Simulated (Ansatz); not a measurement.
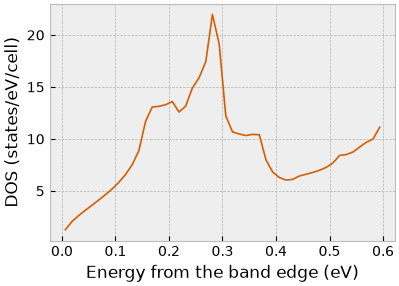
Fig. 1. Density of states of ZnSnO$_{3}$ (R3c) below the valence band maximum, PBEsol, rigid bands (Ansatz, a first-principles code); cell volume 112.7 Å³.

Problem. What effective density of states at 300 K does this give (∫ g(E) exp(−E/k_BT) dE, both spins, divided by the cell's size)?

Solution. 5.2e20 cm⁻³, a density-of-states mass of 7.6 mₑ, valleys and band degeneracy included.

Spin-orbit coupling is left out; where it splits the top of the valence band, N_v and the p-type Seebeck coefficient come out somewhat high without it. Geometry: cell and atoms relaxed with PBEsol.

Computed structure with no diffraction record at hand here (it may be known, metastable or hypothetical): ZnSnO3 (R3c).
